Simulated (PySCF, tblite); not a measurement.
# C5H4F2: a rotation path, then NMR shifts on frames

How do NMR shifts of C5H4F2 (`C#CC(=C)C(F)F`) change as the atoms move?

The runs use tblite 0.8.0 and PySCF 2.14.0, with density-fitted response routines of our own; the level of theory stands in each step. All values are computed, except where a source is named. Atoms count from 0, in the outputs and in this text.

## Step 1: Starting geometry

11 atoms, charge 0, multiplicity 1; geometry from: GFN2-xTB.

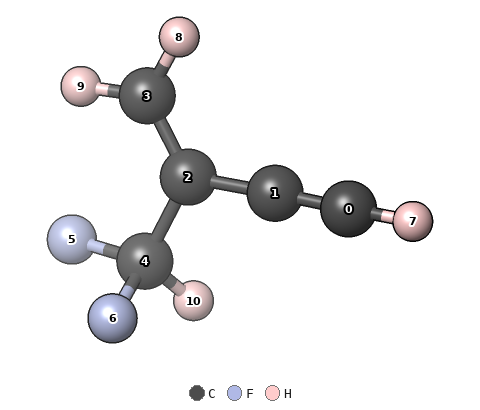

The starting geometry (carbon dark grey, fluorine light blue, hydrogen pink), atoms numbered.

## Step 2: A band between two rotamers with GFN2-xTB

What the job is given:

```
{"job": {"kind": "neb", "xc": "GFN2-xTB", "basis": "xTB", "atoms": [1, 2, 4, 6], "turn": 120}, "charge": 0, "multiplicity": 1}
C      2.034248    -1.399791     0.021965
C      1.124243    -0.621176    -0.056795
C      0.029106     0.271552    -0.145115
C      0.164813     1.589038    -0.262254
C     -1.324309    -0.400384    -0.071314
F     -2.325197     0.438303    -0.425902
F     -1.596996    -0.793406     1.201700
H      2.841259    -2.066417     0.092475
H      1.137753     2.045737    -0.306969
H     -0.693677     2.234996    -0.321336
H     -1.385819    -1.295780    -0.712497
```

Method: GFN2-xTB climbing-image nudged elastic band, gas phase.

Command:

```bash
> OMP_NUM_THREADS=1 python probes_run.py task.json out
```

The driver reads the jobs from task.json and runs them one after another.

What it wrote:

```text
image   E - E0 / eV
  0       0.0000
  1       0.0013
  2       0.0044
  3       0.0081
  4       0.0103
  5       0.0097
  6       0.0068
  7       0.0033
  8       0.0001
```

It took 2.6 s on 1 thread of Arm Neoverse V1, shared host; peak memory 0.18 GiB.

The final band, with the dihedral C1–C2–C4–F6:

```csv
image,dihedral (°),energy (eV),energy (kcal/mol)
0,74,0.000,0.0
1,84,0.001,0.0
2,95,0.004,0.1
3,107,0.008,0.2
4,118,0.010,0.2
5,130,0.010,0.2
6,142,0.007,0.2
7,154,0.003,0.1
8,166,0.000,0.0
```

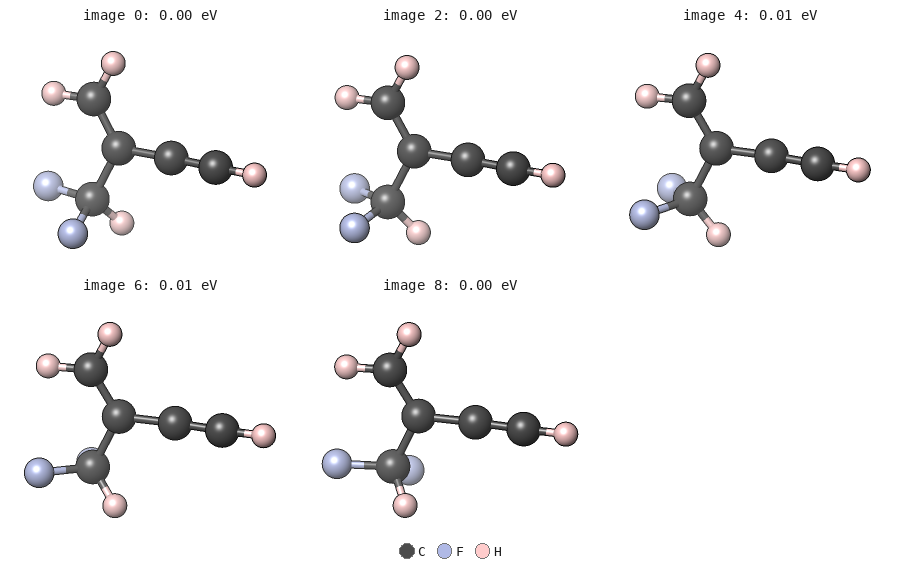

Images along the band.

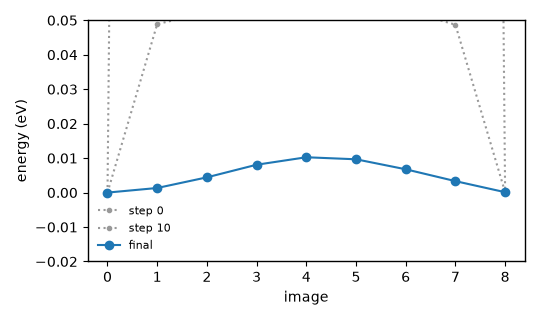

Energy along the band, early and final.

## Step 3: Nuclear shieldings: image 0, PBE0/pcSseg-1

What the job is given:

```
{"job": {"kind": "nmr", "xc": "PBE0", "basis": "pcSseg-1", "pop": false}, "charge": 0, "multiplicity": 1}
C      2.034200    -1.399800     0.022000
C      1.124200    -0.621200    -0.056800
C      0.029100     0.271600    -0.145100
C      0.164800     1.589000    -0.262300
C     -1.324300    -0.400400    -0.071300
F     -2.325200     0.438300    -0.425900
F     -1.597000    -0.793400     1.201700
H      2.841300    -2.066400     0.092500
H      1.137800     2.045700    -0.307000
H     -0.693700     2.235000    -0.321300
H     -1.385800    -1.295800    -0.712500
```

Method: GIAO PBE0/pcSseg-1 NMR shielding, non-relativistic, gas phase.

What it wrote:

```text
coarse grid: 10088 points
cycle   1  E = -391.9168256497  dE =  1.041e+00  |g| = 7.179e-01  |ddm| = 3.225e+00
cycle   2  E = -391.8415601765  dE =  7.527e-02  |g| = 1.018e+00  |ddm| = 1.224e+00
cycle   3  E = -392.0063596969  dE = -1.648e-01  |g| = 1.080e-01  |ddm| = 7.457e-01
cycle   4  E = -392.0080654051  dE = -1.706e-03  |g| = 6.979e-02  |ddm| = 1.444e-01
cycle   5  E = -392.0091716373  dE = -1.106e-03  |g| = 1.998e-02  |ddm| = 5.642e-02
cycle   6  E = -392.0092590067  dE = -8.737e-05  |g| = 5.226e-03  |ddm| = 1.915e-02
cycle   7  E = -392.0092656268  dE = -6.620e-06  |g| = 1.934e-03  |ddm| = 5.334e-03
final grid: 100736 points
cycle   8  E = -392.0661529945  dE = -3.633e-05  |g| = 6.299e-03  |ddm| = 6.010e-02
cycle   9  E = -392.0661456799  dE =  7.315e-06  |g| = 8.914e-03  |ddm| = 1.484e-02
cycle  10  E = -392.0661620364  dE = -1.636e-05  |g| = 1.259e-03  |ddm| = 7.902e-03
cycle  11  E = -392.0661623699  dE = -3.335e-07  |g| = 3.725e-04  |ddm| = 1.126e-03
cycle  12  E = -392.0661623968  dE = -2.694e-08  |g| = 1.734e-04  |ddm| = 3.933e-04
cycle  13  E = -392.0661624027  dE = -5.913e-09  |g| = 5.980e-05  |ddm| = 1.501e-04
cycle  14  E = -392.0661624036  dE = -8.813e-10  |g| = 1.311e-05  |ddm| = 5.251e-05
converged SCF energy = -392.0661624036

GIAO shielding tensors (ppm)
atom      isotropic    diamagn.    paramagn.     s11        s22        s33       span
  0 C       94.865     258.645    -163.779     32.687     44.861    207.047    174.360
  1 C      102.520     251.166    -148.645      4.351      5.314    297.897    293.546
  2 C       53.981     261.279    -207.298    -56.464     72.504    145.903    202.367
  3 C       50.074     249.788    -199.713    -75.337     53.263    172.297    247.634
  4 C       67.719     236.503    -168.785     51.854     68.348     82.954     31.099
  5 F      318.324     471.350    -153.026    218.530    346.855    389.586    171.055
  6 F      295.974     472.111    -176.136    195.027    331.487    361.409    166.382
  7 H       28.850      33.696      -4.846     24.806     25.126     36.619     11.813
  8 H       25.323      29.325      -4.001     21.602     24.703     29.665      8.063
  9 H       25.124      29.389      -4.265     21.430     24.031     29.912      8.482
 10 H       25.301      26.970      -1.669     22.774     24.958     28.170      5.396
```

Wall time 9.9 s (1 thread of Arm Neoverse V1, shared host); peak memory 0.66 GiB.

The references, computed at this level on geometries of the same kind, shield at (ppm): 1H TMS 31.72, 13C TMS 186.9, 19F CFCl3 170.9. Their shielding less the atom's gives the shift. The references are single molecules in the gas phase, so shifts against H2O, NH3, PH3, H3PO4 or CFCl3 are not on the usual liquid scales and can be off by tens of ppm. Each atom is listed at this fixed geometry, with no averaging over motion; a spectrum would average atoms that exchange fast.

| atoms | environment | σ (ppm) | δ (ppm) |
| --- | --- | --- | --- |
| C3 | terminal =CH2 carbon | 50.1 | 136.9 |
| C2 | fully substituted alkene carbon | 54.0 | 132.9 |
| C4 | allylic sp3 CH bonded to 2 F | 67.7 | 119.2 |
| C0 | terminal alkyne carbon | 94.9 | 92.1 |
| C1 | alkyne carbon | 102.5 | 84.4 |
| H9 | hydrogen on a terminal =CH2 carbon | 25.12 | 6.59 |
| H10 | hydrogen on an allylic sp3 CH bonded to 2 F | 25.30 | 6.42 |
| H8 | hydrogen on a terminal =CH2 carbon | 25.32 | 6.39 |
| H7 | hydrogen on a terminal alkyne carbon | 28.85 | 2.87 |
| F6 | fluorine of a CF2 group | 296.0 | -125.0 |
| F5 | fluorine of a CF2 group | 318.3 | -147.4 |

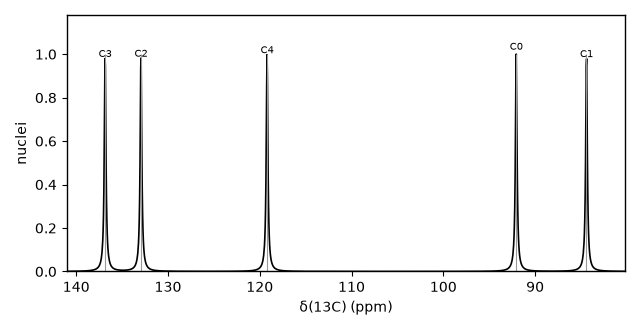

13C lines at the computed shifts, without couplings. Lines are broadened to a width of 0.21 ppm (Lorentzian).

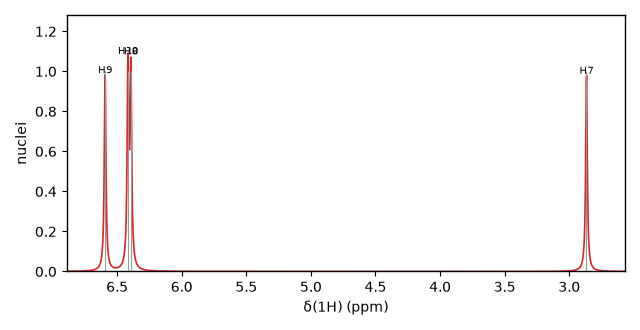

1H lines at the computed shifts, without couplings. Lines are broadened to a width of 0.01 ppm (Lorentzian).

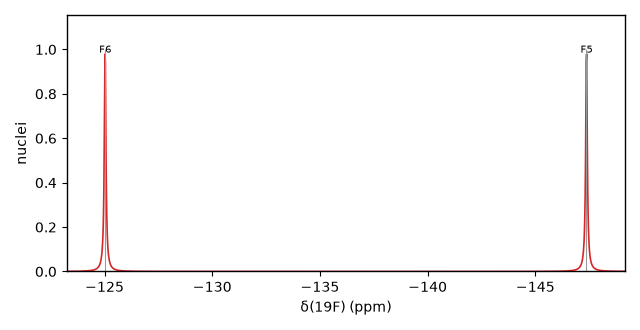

19F lines at the computed shifts, without couplings. Lines are broadened to a width of 0.09 ppm (Lorentzian).

## Step 4: NMR shieldings: image 2, PBE0/pcSseg-1

What the job is given:

```
{"job": {"kind": "nmr", "xc": "PBE0", "basis": "pcSseg-1", "pop": false}, "charge": 0, "multiplicity": 1}
C      2.047400    -1.405400    -0.079500
C      1.134400    -0.627000    -0.108600
C      0.031100     0.259400    -0.133800
C      0.163000     1.582800    -0.174700
C     -1.326200    -0.407900    -0.063800
F     -2.261600     0.281600    -0.759900
F     -1.770000    -0.444200     1.221800
H      2.862200    -2.066000    -0.055800
H      1.136700     2.039900    -0.202100
H     -0.694800     2.232700    -0.189600
H     -1.316700    -1.443200    -0.440000
```

Method: GIAO PBE0/pcSseg-1 NMR shielding, non-relativistic, gas phase.

What it wrote:

```text
coarse grid: 10088 points
cycle   1  E = -391.9163673868  dE =  1.035e+00  |g| = 7.191e-01  |ddm| = 3.232e+00
cycle   2  E = -391.8413780981  dE =  7.499e-02  |g| = 1.019e+00  |ddm| = 1.179e+00
cycle   3  E = -392.0061441858  dE = -1.648e-01  |g| = 1.061e-01  |ddm| = 7.046e-01
cycle   4  E = -392.0077734432  dE = -1.629e-03  |g| = 6.905e-02  |ddm| = 1.421e-01
cycle   5  E = -392.0088585848  dE = -1.085e-03  |g| = 1.972e-02  |ddm| = 5.580e-02
cycle   6  E = -392.0089434331  dE = -8.485e-05  |g| = 5.242e-03  |ddm| = 1.890e-02
cycle   7  E = -392.0089501256  dE = -6.693e-06  |g| = 1.952e-03  |ddm| = 5.366e-03
final grid: 100736 points
cycle   8  E = -392.0647471073  dE = -3.437e-05  |g| = 6.273e-03  |ddm| = 5.856e-02
cycle   9  E = -392.0647398617  dE =  7.246e-06  |g| = 8.873e-03  |ddm| = 1.447e-02
cycle  10  E = -392.0647560678  dE = -1.621e-05  |g| = 1.253e-03  |ddm| = 7.716e-03
cycle  11  E = -392.0647564096  dE = -3.418e-07  |g| = 3.366e-04  |ddm| = 1.112e-03
cycle  12  E = -392.0647564332  dE = -2.353e-08  |g| = 1.513e-04  |ddm| = 3.687e-04
cycle  13  E = -392.0647564375  dE = -4.332e-09  |g| = 4.942e-05  |ddm| = 1.311e-04
cycle  14  E = -392.0647564381  dE = -5.795e-10  |g| = 1.459e-05  |ddm| = 4.475e-05
converged SCF energy = -392.0647564381

GIAO shielding tensors (ppm)
atom      isotropic    diamagn.    paramagn.     s11        s22        s33       span
  0 C       95.056     258.683    -163.627     35.116     45.474    204.578    169.462
  1 C      101.328     251.419    -150.091      0.863      5.179    297.943    297.079
  2 C       52.688     260.503    -207.815    -60.287     70.672    147.680    207.968
  3 C       47.907     249.618    -201.712    -80.300     51.892    172.128    252.428
  4 C       67.468     237.118    -169.650     53.485     69.372     79.547     26.061
  5 F      307.062     471.496    -164.434    205.457    343.082    372.647    167.190
  6 F      287.719     472.407    -184.688    192.314    324.271    346.572    154.258
  7 H       28.801      33.696      -4.894     24.872     25.113     36.420     11.548
  8 H       25.216      29.291      -4.075     21.390     24.717     29.542      8.152
  9 H       25.026      29.101      -4.075     20.949     24.319     29.811      8.862
 10 H       25.278      27.284      -2.006     22.906     24.723     28.204      5.298
```

It took 9.8 s on 1 thread of Arm Neoverse V1, shared host; peak memory 0.72 GiB.

In short: δ C3 139.0, C2 134.2, C4 119.5, C0 91.9, H9 6.69, H8 6.50 ppm.

## Step 5: Shielding tensors: image 4, PBE0/pcSseg-1

What the job is given:

```
{"job": {"kind": "nmr", "xc": "PBE0", "basis": "pcSseg-1", "pop": false}, "charge": 0, "multiplicity": 1}
C      2.050300    -1.408900    -0.192700
C      1.139700    -0.627800    -0.159900
C      0.035000     0.254700    -0.105000
C      0.164000     1.579300    -0.081200
C     -1.324500    -0.410700    -0.043600
F     -2.131400     0.010800    -1.050400
F     -1.968000    -0.082300     1.107100
H      2.863800    -2.070800    -0.223900
H      1.136500     2.039600    -0.105800
H     -0.693900     2.227700    -0.035400
H     -1.266000    -1.509000    -0.095300
```

Method: GIAO PBE0/pcSseg-1 NMR shielding, non-relativistic, gas phase.

What it wrote:

```text
coarse grid: 10088 points
cycle   1  E = -391.9143258527  dE =  1.034e+00  |g| = 7.197e-01  |ddm| = 3.254e+00
cycle   2  E = -391.8395172135  dE =  7.481e-02  |g| = 1.019e+00  |ddm| = 1.155e+00
cycle   3  E = -392.0042285711  dE = -1.647e-01  |g| = 1.052e-01  |ddm| = 6.778e-01
cycle   4  E = -392.0058255508  dE = -1.597e-03  |g| = 6.857e-02  |ddm| = 1.413e-01
cycle   5  E = -392.0068962828  dE = -1.071e-03  |g| = 1.961e-02  |ddm| = 5.560e-02
cycle   6  E = -392.0069798880  dE = -8.361e-05  |g| = 5.281e-03  |ddm| = 1.874e-02
cycle   7  E = -392.0069867158  dE = -6.828e-06  |g| = 1.966e-03  |ddm| = 5.425e-03
final grid: 100736 points
cycle   8  E = -392.0636210636  dE = -3.633e-05  |g| = 6.567e-03  |ddm| = 5.218e-02
cycle   9  E = -392.0636132606  dE =  7.803e-06  |g| = 9.334e-03  |ddm| = 1.402e-02
cycle  10  E = -392.0636306093  dE = -1.735e-05  |g| = 1.233e-03  |ddm| = 7.632e-03
cycle  11  E = -392.0636309408  dE = -3.315e-07  |g| = 3.649e-04  |ddm| = 1.121e-03
cycle  12  E = -392.0636309704  dE = -2.960e-08  |g| = 1.423e-04  |ddm| = 3.875e-04
cycle  13  E = -392.0636309744  dE = -3.949e-09  |g| = 4.271e-05  |ddm| = 1.294e-04
cycle  14  E = -392.0636309748  dE = -3.968e-10  |g| = 1.718e-05  |ddm| = 4.156e-05
converged SCF energy = -392.0636309748

GIAO shielding tensors (ppm)
atom      isotropic    diamagn.    paramagn.     s11        s22        s33       span
  0 C       95.020     258.682    -163.662     36.668     45.780    202.614    165.946
  1 C      100.646     251.644    -150.998     -1.005      4.867    298.077    299.081
  2 C       51.603     260.504    -208.901    -62.938     69.704    148.044    210.982
  3 C       46.341     249.404    -203.063    -83.033     50.656    171.399    254.432
  4 C       67.095     237.576    -170.481     54.232     70.031     77.023     22.791
  5 F      293.025     471.577    -178.552    195.700    336.948    346.427    150.728
  6 F      288.651     472.277    -183.625    192.943    331.325    341.686    148.743
  7 H       28.762      33.700      -4.938     24.911     25.109     36.266     11.355
  8 H       25.152      29.275      -4.122     21.293     24.724     29.440      8.147
  9 H       24.999      28.866      -3.867     20.632     24.576     29.789      9.157
 10 H       25.272      27.456      -2.185     23.212     24.290     28.313      5.101
```

It took 9.8 s on 1 thread of Arm Neoverse V1, shared host; peak memory 0.72 GiB.

This run: δ C3 140.6, C2 135.3, C4 119.8, C0 91.9, H9 6.72, H8 6.56 ppm.

## Step 6: Shielding tensors: image 6, PBE0/pcSseg-1

What the job is given:

```
{"job": {"kind": "nmr", "xc": "PBE0", "basis": "pcSseg-1", "pop": false}, "charge": 0, "multiplicity": 1}
C      2.040900    -1.404500    -0.306300
C      1.131600    -0.626800    -0.211200
C      0.034500     0.257000    -0.074700
C      0.172200     1.577700     0.012800
C     -1.325400    -0.407100    -0.022100
F     -1.956400    -0.337900    -1.224400
F     -2.142400     0.218800     0.860200
H      2.852000    -2.064500    -0.392900
H      1.146100     2.034700    -0.010100
H     -0.681000     2.224900     0.120900
H     -1.266600    -1.469700     0.261700
```

Level: GIAO PBE0/pcSseg-1 NMR shielding, non-relativistic, gas phase.

What it wrote:

```text
coarse grid: 10088 points
cycle   1  E = -391.9152428097  dE =  1.035e+00  |g| = 7.191e-01  |ddm| = 3.237e+00
cycle   2  E = -391.8403967886  dE =  7.485e-02  |g| = 1.019e+00  |ddm| = 1.166e+00
cycle   3  E = -392.0049927270  dE = -1.646e-01  |g| = 1.059e-01  |ddm| = 6.937e-01
cycle   4  E = -392.0066140232  dE = -1.621e-03  |g| = 6.893e-02  |ddm| = 1.422e-01
cycle   5  E = -392.0076956223  dE = -1.082e-03  |g| = 1.968e-02  |ddm| = 5.584e-02
cycle   6  E = -392.0077799845  dE = -8.436e-05  |g| = 5.277e-03  |ddm| = 1.890e-02
cycle   7  E = -392.0077867894  dE = -6.805e-06  |g| = 1.954e-03  |ddm| = 5.398e-03
final grid: 100736 points
cycle   8  E = -392.0643712619  dE = -3.587e-05  |g| = 6.368e-03  |ddm| = 5.455e-02
cycle   9  E = -392.0643638641  dE =  7.398e-06  |g| = 8.999e-03  |ddm| = 1.454e-02
cycle  10  E = -392.0643804789  dE = -1.661e-05  |g| = 1.275e-03  |ddm| = 7.762e-03
cycle  11  E = -392.0643808306  dE = -3.518e-07  |g| = 3.554e-04  |ddm| = 1.135e-03
cycle  12  E = -392.0643808570  dE = -2.633e-08  |g| = 1.546e-04  |ddm| = 3.814e-04
cycle  13  E = -392.0643808615  dE = -4.498e-09  |g| = 5.316e-05  |ddm| = 1.355e-04
cycle  14  E = -392.0643808622  dE = -6.818e-10  |g| = 1.455e-05  |ddm| = 4.710e-05
converged SCF energy = -392.0643808622

GIAO shielding tensors (ppm)
atom      isotropic    diamagn.    paramagn.     s11        s22        s33       span
  0 C       95.064     258.696    -163.631     35.593     45.602    203.998    168.406
  1 C      101.078     251.396    -150.318      0.226      5.007    298.002    297.776
  2 C       52.454     260.474    -208.020    -60.918     70.562    147.720    208.637
  3 C       47.145     249.597    -202.452    -81.593     51.120    171.907    253.500
  4 C       67.344     237.495    -170.151     53.823     69.422     78.787     24.965
  5 F      289.417     471.547    -182.130    193.711    327.412    347.128    153.417
  6 F      302.230     471.911    -169.681    201.317    341.773    363.602    162.285
  7 H       28.788      33.673      -4.885     24.883     25.112     36.369     11.486
  8 H       25.188      29.299      -4.110     21.342     24.720     29.503      8.161
  9 H       25.001      29.072      -4.071     20.818     24.380     29.804      8.986
 10 H       25.286      27.398      -2.112     23.047     24.581     28.229      5.181
```

Run time: 9.6 s. Hardware: 1 thread of Arm Neoverse V1, shared host; peak memory 0.72 GiB.

Key values: δ C3 139.8, C2 134.5, C4 119.6, C0 91.9, H9 6.72, H8 6.53 ppm.

## Step 7: Nuclear shieldings: image 8, PBE0/pcSseg-1

What the job is given:

```
{"job": {"kind": "nmr", "xc": "PBE0", "basis": "pcSseg-1", "pop": false}, "charge": 0, "multiplicity": 1}
C      2.007400    -1.399800    -0.425100
C      1.116200    -0.616600    -0.243300
C      0.036000     0.273400    -0.029800
C      0.182800     1.587000     0.114400
C     -1.318300    -0.400400    -0.001800
F     -1.713800    -0.735000    -1.259400
F     -2.279600     0.415000     0.489400
H      2.799800    -2.068300    -0.585600
H      1.156400     2.043700     0.081600
H     -0.665400     2.229400     0.275700
H     -1.316000    -1.325700     0.598100
```

Method: GIAO PBE0/pcSseg-1 NMR shielding, non-relativistic, gas phase.

What it wrote:

```text
coarse grid: 10088 points
cycle   1  E = -391.9170135283  dE =  1.040e+00  |g| = 7.175e-01  |ddm| = 3.223e+00
cycle   2  E = -391.8420571648  dE =  7.496e-02  |g| = 1.017e+00  |ddm| = 1.216e+00
cycle   3  E = -392.0064209017  dE = -1.644e-01  |g| = 1.078e-01  |ddm| = 7.393e-01
cycle   4  E = -392.0081161414  dE = -1.695e-03  |g| = 6.967e-02  |ddm| = 1.439e-01
cycle   5  E = -392.0092186133  dE = -1.102e-03  |g| = 1.995e-02  |ddm| = 5.631e-02
cycle   6  E = -392.0093057387  dE = -8.713e-05  |g| = 5.222e-03  |ddm| = 1.907e-02
cycle   7  E = -392.0093123482  dE = -6.609e-06  |g| = 1.934e-03  |ddm| = 5.322e-03
final grid: 100736 points
cycle   8  E = -392.0661042326  dE = -3.687e-05  |g| = 6.394e-03  |ddm| = 6.311e-02
cycle   9  E = -392.0660963105  dE =  7.922e-06  |g| = 9.153e-03  |ddm| = 1.535e-02
cycle  10  E = -392.0661134912  dE = -1.718e-05  |g| = 1.268e-03  |ddm| = 8.145e-03
cycle  11  E = -392.0661138297  dE = -3.385e-07  |g| = 3.909e-04  |ddm| = 1.136e-03
cycle  12  E = -392.0661138594  dE = -2.974e-08  |g| = 1.779e-04  |ddm| = 4.024e-04
cycle  13  E = -392.0661138657  dE = -6.304e-09  |g| = 6.295e-05  |ddm| = 1.545e-04
cycle  14  E = -392.0661138667  dE = -9.834e-10  |g| = 1.248e-05  |ddm| = 5.488e-05
converged SCF energy = -392.0661138667

GIAO shielding tensors (ppm)
atom      isotropic    diamagn.    paramagn.     s11        s22        s33       span
  0 C       94.873     258.566    -163.693     32.804     44.859    206.956    174.152
  1 C      102.411     251.219    -148.807      4.135      5.287    297.813    293.678
  2 C       53.928     261.154    -207.225    -56.624     72.421    145.988    202.612
  3 C       50.215     249.811    -199.595    -75.179     53.333    172.492    247.670
  4 C       67.679     236.987    -169.307     51.932     68.482     82.625     30.693
  5 F      295.538     471.512    -175.974    194.907    331.182    360.525    165.618
  6 F      318.070     471.435    -153.365    218.288    346.668    389.256    170.968
  7 H       28.851      33.658      -4.807     24.811     25.127     36.616     11.805
  8 H       25.326      29.315      -3.989     21.607     24.703     29.667      8.061
  9 H       25.123      29.385      -4.263     21.425     24.047     29.896      8.471
 10 H       25.300      27.133      -1.833     22.768     24.977     28.156      5.388
```

Wall time 9.7 s (1 thread of Arm Neoverse V1, shared host); peak memory 0.72 GiB.

In short: δ C3 136.7, C2 133.0, C4 119.2, C0 92.1, H9 6.59, H10 6.42 ppm.

## Step 8: Side by side: NMR shifts

Shifts (ppm) of some atoms, chosen among heavy atoms and hydrogens apart, with basis size and wall time:

```
  frame     C3     C2    C1    H9    H8      F6      F5  functions   time
image 0  136.9  132.9  84.4  6.59  6.39  -125.0  -147.4        139  9.9 s
image 2  139.0  134.2  85.6  6.69  6.50  -116.8  -136.1        139  9.8 s
image 4  140.6  135.3  86.3  6.72  6.56  -117.7  -122.1        139  9.8 s
image 6  139.8  134.5  85.8  6.72  6.53  -131.3  -118.5        139  9.6 s
image 8  136.7  133.0  84.5  6.59  6.39  -147.1  -124.6        139  9.7 s
```

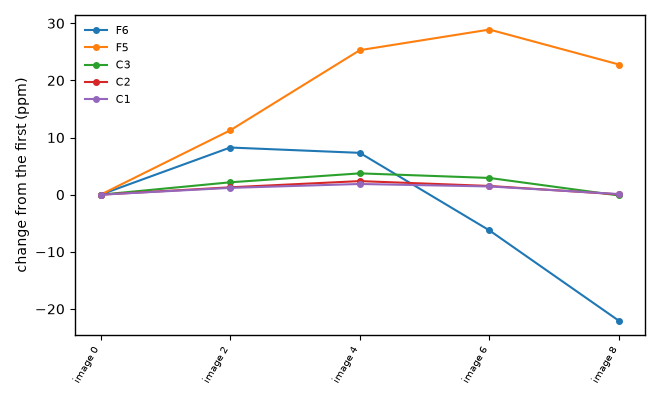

How five of the tabulated atoms move from run to run.

## Step 9: What came out

| quantity | value |
| --- | --- |
| barrier | 0.010 eV (0.2 kcal/mol) at image 4 |
| end to end (GFN2-xTB) | 0.000 eV |
| 13C shifts against TMS (PBE0/pcSseg-1, image 0) | 136.9, 132.9, 119.2, 92.1, 84.4 ppm |
| 1H shifts against TMS (PBE0/pcSseg-1, image 0) | 6.59, 6.42, 6.39, 2.87 ppm |
| 19F shifts against CFCl3 (PBE0/pcSseg-1, image 0) | -125.0, -147.4 ppm |
| range of the shift of F6 | -147.1 to -116.8 ppm |

**Reading.** Along the band the dihedral turns by 92°, and the top (dihedral 118°) lies 0.2 kcal/mol above the start (GFN2-xTB, rough), so at room temperature this motion is fast. The top was not checked by a frequency run. Shifts at one fixed geometry are not the observed spectrum, which averages over the motion. In the first frame run (image 0): Shielding is most anisotropic at C1 (span 294 ppm, paramagnetic term -149 ppm). In ppm, F6 moves most: its shift spreads over 30.4 ppm, from -147.1 (image 8) to -116.8 (image 2).
